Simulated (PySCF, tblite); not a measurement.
# C6H7FSi: geometry, infrared bands and NMR shifts

Aim: predict the infrared bands and NMR shifts of C6H7FSi (`C#C[Si@@H]1C(F)=C[C@@H]1C`).

Programs: tblite 0.8.0 and PySCF 2.14.0, with density-fitted response routines of our own. Each step states its level of theory. These are calculated values for one molecule in the gas phase, unless marked as measured. Atoms are numbered from 0 throughout.

### Step 1. Starting geometry

15 atoms, charge 0, multiplicity 1; geometry from: force field or distance geometry start.

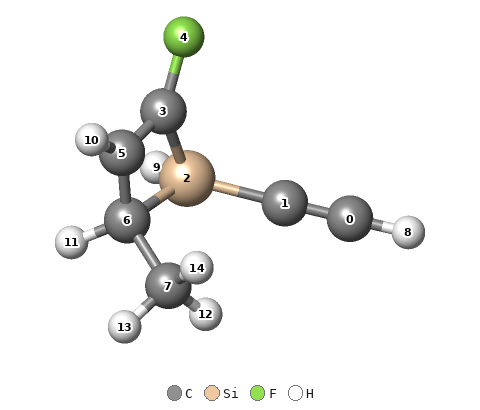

The starting geometry (carbon grey, silicon light orange, fluorine green, hydrogen white), atoms numbered.

### Step 2. Relaxing the molecule with GFN2-xTB

What the job is given:

```
{"job": {"kind": "relax", "xc": "GFN2-xTB", "basis": "xTB"}, "charge": 0, "multiplicity": 1}
C      2.429200     0.131500     1.845400
C      1.695600    -0.433900     1.083500
Si     0.611200    -1.302100    -0.075400
C      0.539000    -0.477300    -1.674100
F      1.515800    -0.328200    -2.651500
C     -0.684300    -0.077800    -1.641500
C     -1.033200    -0.594200    -0.355300
C     -1.337700     0.454100     0.738600
H      3.083500     0.658000     2.520500
H      0.738100    -2.761500    -0.059100
H     -1.276400     0.502000    -2.393100
H     -1.898900    -1.333300    -0.364400
H     -0.877000     0.163300     1.701400
H     -2.445000     0.441000     0.890300
H     -1.064100     1.460700     0.413000
```

Launch:

```
> OMP_NUM_THREADS=1 python probes_run.py task.json out
```

One launch serves the whole session: the jobs run in the order shown.

The log of the run:

```text
step      E/eV     max force
  0    -617.67804    5.565
  1    -618.12866    3.831
  2    -618.27910    2.178
  3    -618.28145    3.210
  4    -618.36954    0.607
  5    -618.41354    0.650
  6    -618.45138    0.678
  7    -618.46337    0.301
  8    -618.47249    0.247
  9    -618.48361    0.542
 10    -618.49307    0.504
 11    -618.49918    0.221
 12    -618.50283    0.202
 13    -618.50657    0.293
 14    -618.51129    0.346
 15    -618.51601    0.221
 16    -618.51984    0.131
 17    -618.52280    0.149
 18    -618.52530    0.174
 19    -618.52773    0.132
 20    -618.53044    0.117
 21    -618.53355    0.177
 22    -618.53669    0.226
 23    -618.53910    0.158
 24    -618.54087    0.099
 25    -618.54262    0.131
 26    -618.54452    0.148
 27    -618.54678    0.147
 28    -618.54948    0.147
 29    -618.55247    0.173
 30    -618.55574    0.188
 31    -618.55919    0.147
 32    -618.56268    0.120
 33    -618.56650    0.142
 34    -618.57115    0.189
 35    -618.57095    0.331
 36    -618.57994    0.223
 37    -618.58391    0.166
 38    -618.59264    0.154
 39    -618.59509    0.160
 40    -618.59940    0.157
 41    -618.60083    0.097
 42    -618.60216    0.095
 43    -618.60293    0.083
 44    -618.60365    0.067
 45    -618.60427    0.053
 46    -618.60472    0.053
 47    -618.60495    0.041
 48    -618.60523    0.052
 49    -618.60562    0.062
 50    -618.60623    0.093
 51    -618.60697    0.095
 52    -618.60759    0.061
 53    -618.60798    0.073
 54    -618.60828    0.059
 55    -618.60860    0.081
 56    -618.60892    0.062
 57    -618.60913    0.032
 58    -618.60928    0.030
 59    -618.60944    0.041
 60    -618.60963    0.042
 61    -618.60979    0.029
 62    -618.60990    0.021
 63    -618.60996    0.018
 64    -618.61001    0.019
 65    -618.61008    0.022
 66    -618.61016    0.021
 67    -618.61022    0.020
 68    -618.61027    0.016
 69    -618.61032    0.017
 70    -618.61037    0.015
 71    -618.61041    0.017
 72    -618.61044    0.016
 73    -618.61048    0.017
 74    -618.61054    0.019
 75    -618.61062    0.026
 76    -618.61070    0.021
 77    -618.61074    0.015
 78    -618.61076    0.015
 79    -618.61079    0.015
 80    -618.61083    0.023
 81    -618.61088    0.027
 82    -618.61094    0.021
 83    -618.61099    0.020
 84    -618.61105    0.024
 85    -618.61112    0.027
 86    -618.61120    0.024
 87    -618.61126    0.021
 88    -618.61130    0.021
 89    -618.61134    0.018
 90    -618.61140    0.021
 91    -618.61146    0.023
 92    -618.61150    0.013
 93    -618.61151    0.006
```

It took 1.1 s on 1 thread of Arm Neoverse N1, shared host; peak memory 0.18 GiB.

Along the way: (not every step is listed)

| step | energy from step 0 (eV) | largest force (eV/Å) |
| --- | --- | --- |
| 0 | 0.0000 | 5.5652 |
| 1 | -0.4506 | 3.8314 |
| 2 | -0.6011 | 2.1779 |
| 3 | -0.6034 | 3.2101 |
| 4 | -0.6915 | 0.6071 |
| 5 | -0.7355 | 0.6503 |
| 6 | -0.7733 | 0.6784 |
| 7 | -0.7853 | 0.3005 |
| 8 | -0.7944 | 0.2465 |
| 16 | -0.8418 | 0.1315 |
| 24 | -0.8628 | 0.0987 |
| 32 | -0.8846 | 0.1198 |
| 40 | -0.9214 | 0.1571 |
| 48 | -0.9272 | 0.0521 |
| 56 | -0.9309 | 0.0618 |
| 64 | -0.9320 | 0.0191 |
| 72 | -0.9324 | 0.0164 |
| 80 | -0.9328 | 0.0235 |
| 88 | -0.9333 | 0.0206 |
| 89 | -0.9333 | 0.0181 |
| 90 | -0.9334 | 0.0209 |
| 91 | -0.9334 | 0.0227 |
| 92 | -0.9335 | 0.0127 |
| 93 | -0.9335 | 0.0060 |

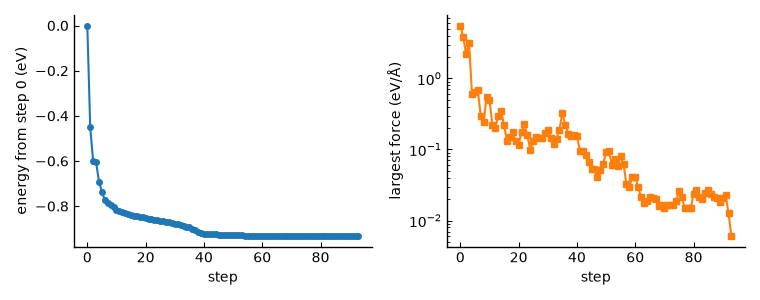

Energy and largest force along the relaxation.

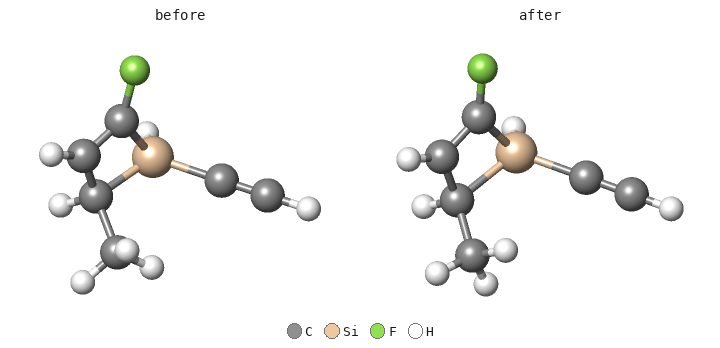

The geometry before (left) and after (right).

Close pairs (by a distance rule), those that changed most:

| bond | before (Å) | after (Å) | change (Å) |
| --- | --- | --- | --- |
| Si2–C6 | 1.812 | 1.943 | +0.131 |
| Si2–C3 | 1.800 | 1.898 | +0.098 |
| C5–C6 | 1.429 | 1.513 | +0.083 |
| C6–H11 | 1.138 | 1.093 | -0.045 |
| C3–C5 | 1.287 | 1.332 | +0.045 |
| C5–H10 | 1.119 | 1.077 | -0.041 |
| C3–F4 | 1.390 | 1.351 | -0.039 |
| C1–Si2 | 1.809 | 1.845 | +0.036 |

The end geometry stands in the next job.

### Step 3. Harmonic vibrations with GFN2-xTB

What the job is given:

```
{"job": {"kind": "ir", "xc": "GFN2-xTB", "basis": "xTB"}, "charge": 0, "multiplicity": 1}
C      2.542896     0.140608     1.883262
C      1.843405    -0.446928     1.101028
Si     0.759786    -1.326794    -0.104984
C      0.554841    -0.481520    -1.791987
F      1.317356    -0.269815    -2.887139
C     -0.716917    -0.125169    -1.620280
C     -1.049125    -0.628214    -0.232988
C     -1.460284     0.475211     0.732885
H      3.154329     0.656131     2.567330
H      0.964466    -2.772126    -0.053671
H     -1.385182     0.405288    -2.278249
H     -1.841636    -1.380453    -0.264518
H     -1.613042     0.070713     1.731270
H     -2.387631     0.946347     0.408162
H     -0.687675     1.239056     0.787968
```

The log of the run:

```text
mode    cm-1     km/mol
  1      70.3      0.75
  2      79.2      0.55
  3     125.3      0.75
  4     207.4      0.06
  5     224.3      1.38
  6     244.8      5.83
  7     275.6     16.34
  8     328.3     15.80
  9     396.8     10.50
 10     418.0      8.86
 11     518.7     47.27
 12     533.9     75.39
 13     600.7     79.58
 14     612.7     37.14
 15     656.8     13.80
 16     681.7     60.22
 17     684.1     46.88
 18     758.7    185.64
 19     833.1     32.37
 20     936.0      4.62
 21    1001.9     10.44
 22    1053.4     24.13
 23    1092.8     10.60
 24    1162.8     92.77
 25    1182.5     47.19
 26    1205.2      6.78
 27    1298.2      1.19
 28    1411.5      1.08
 29    1500.8      2.31
 30    1504.5      2.58
 31    1643.3     62.26
 32    2203.7     37.43
 33    2272.5    339.84
 34    2934.7     58.88
 35    3005.1     39.90
 36    3026.9     44.23
 37    3033.3     19.74
 38    3094.9     55.99
 39    3355.0      0.01
```

Run time: 0.88 s. Hardware: 1 thread of Arm Neoverse N1, shared host; peak memory 0.18 GiB.

The strongest bands and the atoms that carry them (share of the mass-weighted mode):

```csv
cm⁻¹,km/mol,atoms
534,75.4,"H9 28 %, Si2 26 %, C6 12 %, C5 11 %"
601,79.6,"H9 66 %, F4 12 %"
682,60.2,"H8 77 %, C0 15 %"
759,185.6,"Si2 53 %, C0 12 %"
1163,92.8,"C3 36 %, C6 20 %, H11 12 %"
1643,62.3,"C3 52 %, C5 44 %"
2272,339.8,H9 97 %
2935,58.9,H11 93 %
```

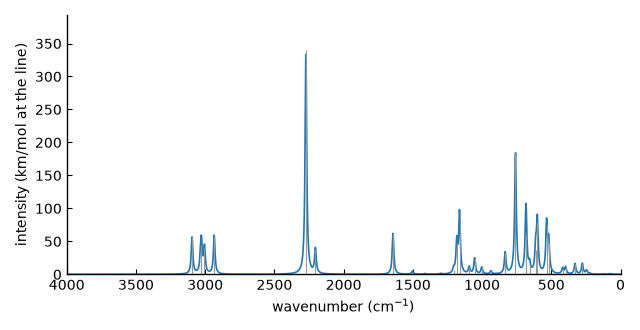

The infrared spectrum from these modes, unscaled. Lines are broadened to a width of 14 cm⁻¹ (Lorentzian).

### Step 4. Shielding tensors: PBE0/pcSseg-1

Settings changed since step 3:

```diff
@@ -1,2 +1,2 @@
-{"job": {"kind": "ir", "xc": "GFN2-xTB", "basis": "xTB"}, "charge": 0, "multiplicity": 1}
+{"job": {"kind": "nmr", "xc": "PBE0", "basis": "pcSseg-1"}, "charge": 0, "multiplicity": 1}
 C      2.542896     0.140608     1.883262
```

Level: GIAO PBE0/pcSseg-1 NMR shielding, non-relativistic, gas phase.

The log of the run:

```text
coarse grid: 13568 points
cycle   1  E = -621.4004997044  dE =  1.038e+00  |g| = 5.785e-01  |ddm| = 3.660e+00
cycle   2  E = -621.3710970926  dE =  2.940e-02  |g| = 7.027e-01  |ddm| = 1.109e+00
cycle   3  E = -621.4719015684  dE = -1.008e-01  |g| = 1.087e-01  |ddm| = 5.962e-01
cycle   4  E = -621.4742754153  dE = -2.374e-03  |g| = 4.612e-02  |ddm| = 1.178e-01
cycle   5  E = -621.4747453892  dE = -4.700e-04  |g| = 1.694e-02  |ddm| = 4.454e-02
cycle   6  E = -621.4747995527  dE = -5.416e-05  |g| = 6.449e-03  |ddm| = 1.534e-02
cycle   7  E = -621.4748083965  dE = -8.844e-06  |g| = 2.256e-03  |ddm| = 5.633e-03
final grid: 128384 points
cycle   8  E = -621.5311390935  dE = -3.429e-05  |g| = 7.736e-03  |ddm| = 3.364e-02
cycle   9  E = -621.5311185167  dE =  2.058e-05  |g| = 1.209e-02  |ddm| = 1.555e-02
cycle  10  E = -621.5311528194  dE = -3.430e-05  |g| = 2.646e-03  |ddm| = 9.476e-03
cycle  11  E = -621.5311545243  dE = -1.705e-06  |g| = 4.966e-04  |ddm| = 2.019e-03
cycle  12  E = -621.5311545789  dE = -5.452e-08  |g| = 1.731e-04  |ddm| = 4.733e-04
cycle  13  E = -621.5311545840  dE = -5.153e-09  |g| = 3.534e-05  |ddm| = 1.354e-04
cycle  14  E = -621.5311545842  dE = -2.278e-10  |g| = 1.166e-05  |ddm| = 4.133e-05
converged SCF energy = -621.5311545842

GIAO shielding tensors (ppm)
atom      isotropic    diamagn.    paramagn.     s11        s22        s33       span
  0 C       79.064     260.557    -181.493     -5.960     -0.474    243.626    249.585
  1 C      101.798     258.281    -156.484      7.016      9.577    288.800    281.785
  2 Si     384.744     879.461    -494.717    353.851    371.541    428.840     74.989
  3 C       15.128     256.968    -241.840    -74.815     52.088     68.111    142.926
  4 F      258.421     472.655    -214.235    145.266    280.336    349.660    204.394
  5 C       45.743     260.504    -214.761    -55.969     70.814    122.384    178.353
  6 C      164.077     252.171     -88.094    147.715    166.576    177.941     30.227
  7 C      166.877     247.829     -80.952    154.204    161.649    184.777     30.573
  8 H       29.514      32.758      -3.244     24.507     24.738     39.295     14.788
  9 H       26.380      26.880      -0.499     23.006     24.681     31.454      8.449
 10 H       25.546      32.010      -6.465     23.587     25.261     27.788      4.201
 11 H       29.745      31.226      -1.481     24.853     28.688     35.696     10.843
 12 H       30.350      30.462      -0.112     26.317     27.793     36.941     10.624
 13 H       30.154      30.267      -0.113     25.738     27.880     36.844     11.106
 14 H       30.520      31.687      -1.167     26.390     30.197     34.973      8.583
```

Wall time 47 s (1 thread of Arm Neoverse N1, shared host); peak memory 0.81 GiB.

The references, computed at this level on geometries of the same kind, shield at (ppm): 1H TMS 31.72, 13C TMS 186.9, 29Si TMS 349.2, 19F CFCl3 170.9. Their shielding less the atom's gives the shift. The references are single molecules in the gas phase, so shifts against H2O, NH3, PH3, H3PO4 or CFCl3 are not on the usual liquid scales and can be off by tens of ppm. Atoms listed in one row are averaged.

```csv
atoms,environment,σ (ppm),δ (ppm),δ scaled to CDCl3
C3,fully substituted alkene carbon,15.1,171.8,165.8
C5,alkene CH,45.7,141.2,135.9
C0,terminal alkyne carbon,79.1,107.9,103.4
C1,alkyne carbon,101.8,85.1,81.2
C6,allylic sp3 CH bonded to Si,164.1,22.8,20.4
C7,methyl carbon,166.9,20.0,17.7
H10,hydrogen on an alkene CH,25.55,6.17,5.92
H9,"hydrogen on a silicon bonded to 3 C, in a 4-membered ring",26.38,5.34,–
H8,hydrogen on a terminal alkyne carbon,29.51,2.20,2.18
H11,hydrogen on an allylic sp3 CH bonded to Si,29.75,1.97,1.96
"H12, H13, H14",hydrogen on a methyl carbon,30.34,1.38,1.40
Si2,"silicon bonded to 3 C, H, in a 4-membered ring",384.7,-35.6,–
F4,vinylic fluorine,258.4,-87.5,–
```

The scaled column applies a straight-line fit of computed shieldings to shifts measured in CDCl3, and one for carbons that bear F (root-mean-square error 0.16 ppm for H, 1.9 ppm for C).

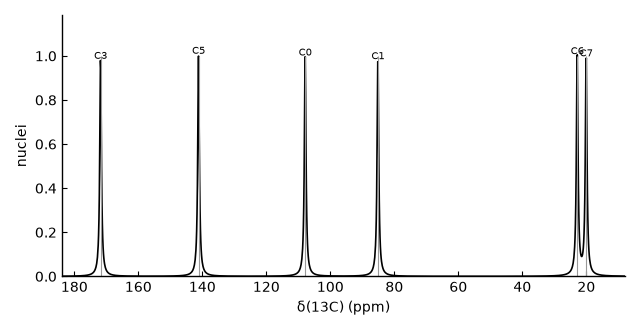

13C lines at the computed shifts, without couplings. Lines are broadened to a width of 0.61 ppm (Lorentzian).

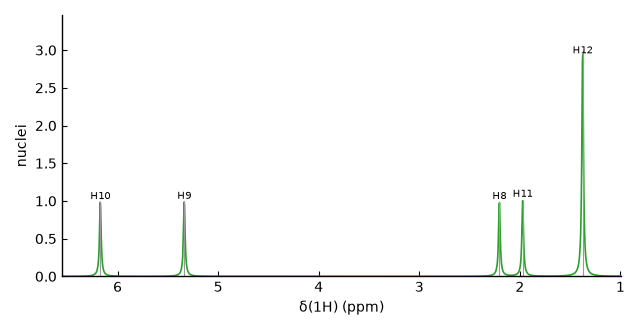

1H lines at the computed shifts, without couplings. Lines are broadened to a width of 0.02 ppm (Lorentzian).

Charges from the same density, by scheme (e):

```
atoms  Mulliken    IAO  Hirshfeld  ESP fit
   C0     -0.18  -0.17      -0.07    -0.42
   C1     -0.19  -0.33      -0.15     0.00
  Si2      0.87   0.88       0.38     0.27
   C3      0.04   0.01      -0.02     0.10
   F4     -0.27  -0.26      -0.10    -0.17
   C5     -0.12  -0.18      -0.06    -0.35
   C6     -0.56  -0.34      -0.10     0.11
   C7     -0.21  -0.42      -0.12    -0.34
```

IAO charges:

C0 -0.17; C1 -0.33; Si2 0.88; C3 0.01; F4 -0.26; C5 -0.18; C6 -0.34; C7 -0.42; H8 0.21; H9 -0.10; H10 0.16; H11 0.14; H12 0.14; H13 0.14; H14 0.14

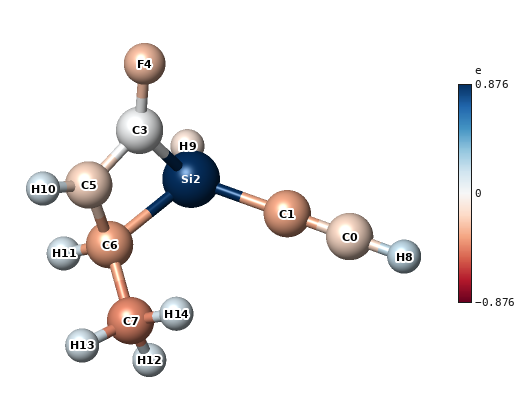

IAO charges, as colours on the atoms.

Mayer bond orders: C0–C1 2.52, C1–Si2 0.94, Si2–C3 0.90, C3–F4 0.93, C3–C5 1.76, C5–C6 0.99, C6–C7 1.02, C6–Si2 0.87.

Ring of atoms Si2, C3, C5, C6: NICS(0) -7.5, NICS(1) -3.5, NICS(1)zz 0.4 ppm (means of both faces).

### Step 5. Outcome

| quantity | value |
| --- | --- |
| strongest single infrared mode (GFN2-xTB) | 2272 cm⁻¹, 340 km/mol |
| zero-point energy (GFN2-xTB) | 66.0 kcal/mol |
| 13C shifts against TMS (PBE0/pcSseg-1) | 171.8, 141.2, 107.9, 85.1, 22.8, 20.0 ppm |
| 1H shifts against TMS (PBE0/pcSseg-1, means over atoms taken as alike) | 6.17, 5.34, 2.20, 1.97, 1.38 ppm |
| 29Si shifts against TMS (PBE0/pcSseg-1) | -35.6 ppm |
| 19F shifts against CFCl3 (PBE0/pcSseg-1) | -87.5 ppm |

Relaxing lowered the energy by 0.933 eV in 93 steps; the close pair that moved most is Si2–C6, from 1.812 to 1.943 Å. No mode is imaginary among the 39: a minimum at this level. The strongest single mode, at 2272 cm⁻¹, moves mainly H9. Unscaled tight-binding wavenumbers are off by several per cent, some by more. Its intensities can rank the bands wrongly. The most deshielded hydrogen is H10 (hydrogen on an alkene CH), at 6.17 ppm: attached to an sp2 carbon and in the plane of the double bond. At PBE0/pcSseg-1: The widest tensor belongs to C1: span 282 ppm, with a paramagnetic part of -156 ppm.
